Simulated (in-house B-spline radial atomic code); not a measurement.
# Mo⁺: a test of the number of DIIS vectors

How far can the number of DIIS vectors be changed before the Mo⁺ run goes wrong?

Program: in-house B-spline radial atomic code version 1. Level of theory: non-relativistic PBE, spherical fractional occupations, point nucleus, basis-set limit. These are calculated values, not measurements, unless marked.

## (1) Starting point

| Property | Result |
| --- | --- |
| element | molybdenum (Z = 42) |
| charge | +1 |
| electrons | 41 |
| configuration | [Kr] 4d5 |
| Hamiltonian | non-relativistic |
| nucleus | point |

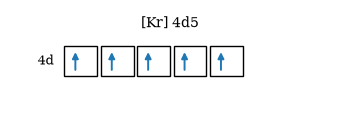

Occupation of the outer shells (arrows by Hund's rule).

The boxes only draw the filling; these runs are spin-restricted and spherical.

A run counts as converged when the orbital gradient is under the tolerance times 42 hartree (or under the basis's noise floor) and the energy moved by less than 1e-8 hartree times the root of its size. Energy differences under 1e-05 hartree are noise.

## (2) Reference run with standard settings

Settings of the run:

```ini
Z = 42
electrons = 41.0
configuration = [Kr] 4d5
hamiltonian = nr
method = pbe,pbe
spin_polarised = False
knot_spacing = 0.22
spline_order = 8
gauss_points = 12
box_radius = 35.29
max_iterations = 70
damping = 0.5
damped_steps = 3
diis_vectors = 10
tolerance = 1e-08
start = Thomas-Fermi
```

Started as:

```console
$ python run_scf.py task.json out
```

One command runs all members of the session, one after another, from task.json.

## (3) Number of DIIS vectors 0

Settings: those of step 2 with these lines changed.

```diff
@@ -13,3 +13,3 @@
 damped_steps = 3
-diis_vectors = 10
+diis_vectors = 0
 tolerance = 1e-08
```

## (4) Number of DIIS vectors 1

Settings: those of step 3 with these lines changed.

```diff
@@ -13,3 +13,3 @@
 damped_steps = 3
-diis_vectors = 0
+diis_vectors = 1
 tolerance = 1e-08
```

## (5) Number of DIIS vectors 2

Settings: those of step 4 with these lines changed.

```diff
@@ -13,3 +13,3 @@
 damped_steps = 3
-diis_vectors = 1
+diis_vectors = 2
 tolerance = 1e-08
```

## (6) Number of DIIS vectors 4

Settings: those of step 5 with these lines changed.

```diff
@@ -13,3 +13,3 @@
 damped_steps = 3
-diis_vectors = 2
+diis_vectors = 4
 tolerance = 1e-08
```

## (7) Number of DIIS vectors 20

Settings: those of step 6 with these lines changed.

```diff
@@ -13,3 +13,3 @@
 damped_steps = 3
-diis_vectors = 4
+diis_vectors = 20
 tolerance = 1e-08
```

**Question.** Which of these runs converge to the reference energy, which miss it and by about how much, and which fail?

As calculated:

| run | outcome | iterations | energy less the reference (hartree) |
| --- | --- | --- | --- |
| reference | converged | 10 | 0 |
| number of DIIS vectors 0 | converged | 18 | below noise |
| number of DIIS vectors 1 | not converged | 70 | - |
| number of DIIS vectors 2 | converged | 16 | below noise |
| number of DIIS vectors 4 | converged | 10 | below noise |
| number of DIIS vectors 20 | converged | 10 | below noise |

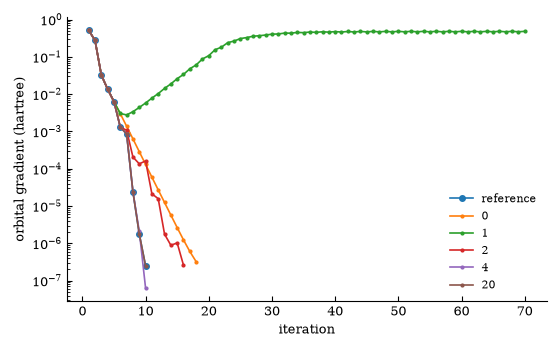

Orbital gradient by iteration, labelled by the number of DIIS vectors.

What this shows: Of 5 changed inputs, 4 gave the reference energy within 1e-05 hartree and 1 did not converge. Among the runs that reach the reference energy the iterations number 10 to 18, against 10: this setting changes the number of steps, not the answer.
